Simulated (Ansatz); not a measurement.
# H2O4W: what the fields show

Input

```
crystal:
  periodic: [false, false, false]
  atoms:
    - {symbol: W, position_ang: [0.137561, -0.117835, 0.154492]}
    - {symbol: O, position_ang: [1.609419, 1.140952, 0.432450]}
    - {symbol: O, position_ang: [0.375614, -1.755168, 0.597494]}
    - {symbol: O, position_ang: [0.712329, 1.033239, 1.573531]}
    - {symbol: O, position_ang: [-1.551999, 0.258910, -0.598660]}
    - {symbol: H, position_ang: [1.000345, -0.225930, -1.308736]}
    - {symbol: H, position_ang: [-2.283278, -0.334178, -0.850562]}
basis:
  gaussian: {orbitals: def2-TZVP, initial_orbitals: start.molden}
hamiltonian: {xc: pbe0, dispersion: d4}
scf: {omitted_lower_state_checks: [starts]}
output: {forces: true, orbitals: {seedname: orbitals}}
```

Command:

```sh
ansatz run in.yaml --threads 4 --pin off --events-out ev --progress --plain --max-ram 3916MiB
```

Geometry: PBE-D4/def2-SVP; core potentials replace the inner electrons of W; not at a stationary point (largest force 1.5 eV/Å).

Level of theory: Ansatz 0.2.0, RKS PBE0-D4/def2-TZVP.

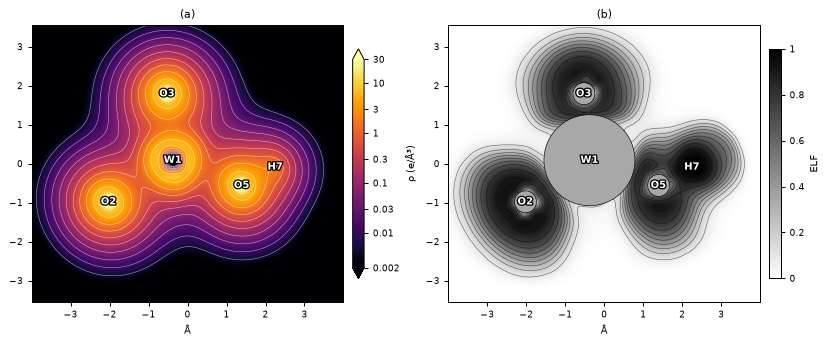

Figure 1. (a) electron density; (b) electron localisation function on the plane of atoms O2, W1 and O5. Grey discs cover the atomic cores in the ELF map.

Q: What do the fields say about this system?

A: Atoms in the plane: W, O and H. W–O (1.71 Å): ρ at the midpoint is about 1.8 e/Å³; the ELF peaks at about 0.80 in the valence shell of O, 0.5 Å from its nucleus, and drops to about 0.40 between the two atoms. O–H (0.97 Å): the density is about 3.7 e/Å³ at the midpoint; the ELF climbs to about 1 towards the hydrogen, as it does in any bond to H: a covalent bond by its length. W–O (1.89 Å): ρ at the midpoint is about 1.1 e/Å³; the ELF peaks at about 0.85 in the valence shell of O, 0.5 Å from its nucleus, and drops to about 0.25 between the two atoms. W–O (1.96 Å): the density is about 0.99 e/Å³ at the midpoint; the ELF peaks at about 0.85 in the valence shell of O, 0.5 Å from its nucleus, and drops to about 0.25 between the two atoms.

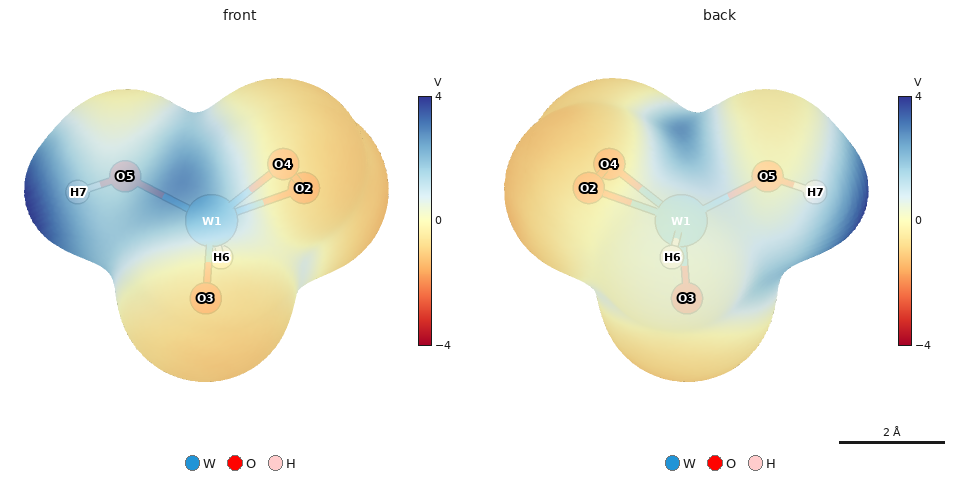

Figure 2. The molecular electrostatic potential painted on the density surface at 0.002 e/bohr³, seen from the front and from behind; red is negative and blue positive.

Q: Where is the surface potential most negative and most positive?

A: The most negative region (about −1.2 V) lies over O2, the most positive (about +3.8 V) over H7. O2 is the likeliest acceptor of a hydrogen bond.

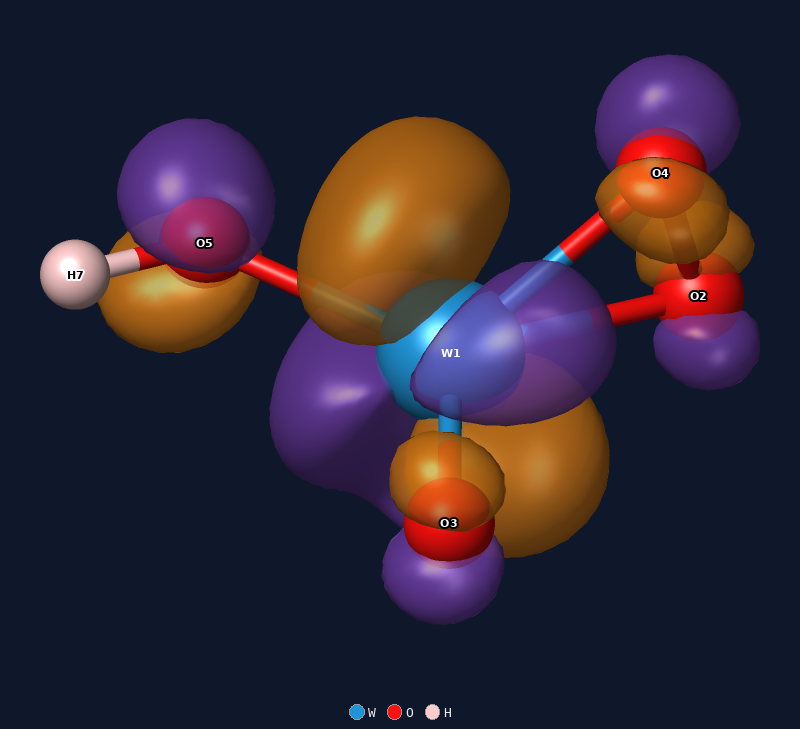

Figure 3. One frontier orbital at ±0.15 Å⁻³ᐟ² (orange and purple are the two phases), seen at a tilt.

Q: Which orbital is it: HOMO or LUMO?

A: The LUMO, at −2.74 eV. By Hirshfeld shares it lies mainly on W1 (about 65 %), O5 (about 15 %) and O4 (about 10 %).

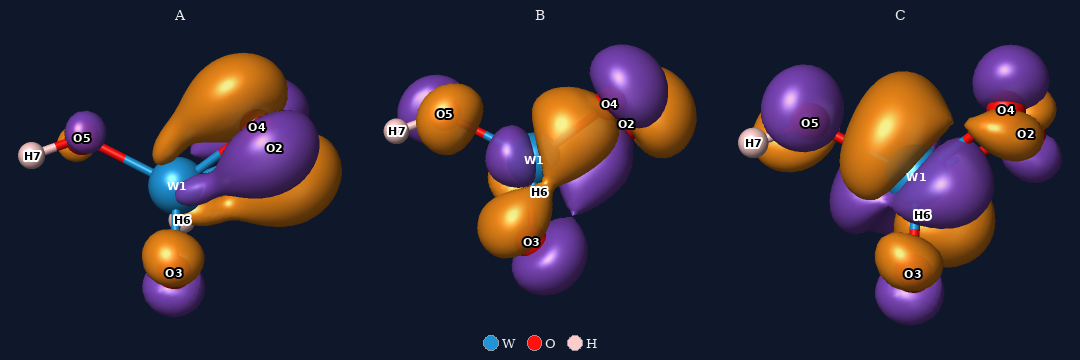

Figure 4. Three frontier orbitals at ±0.1 Å⁻³ᐟ² (orange and purple are the two phases), in no order.

Q: Order the three orbitals by energy and name them.

A: B is the HOMO−1 (−9.68 eV). By Hirshfeld shares it lies mainly on O2 (about 35 %), O4 (about 20 %), W1 (about 20 %), O3 (about 15 %) and O5 (about 10 %). A is the HOMO (−8.01 eV). It lies mainly on O2 (about 45 %) and O4 (about 40 %); π-antibonding (π*) across O2–O4. C is the LUMO (−2.74 eV). Its weight (Hirshfeld) is mainly on W1 (about 65 %), O5 (about 15 %) and O4 (about 10 %).

Q: What is the HOMO–LUMO gap?

A: 5.27 eV between the orbital energies.
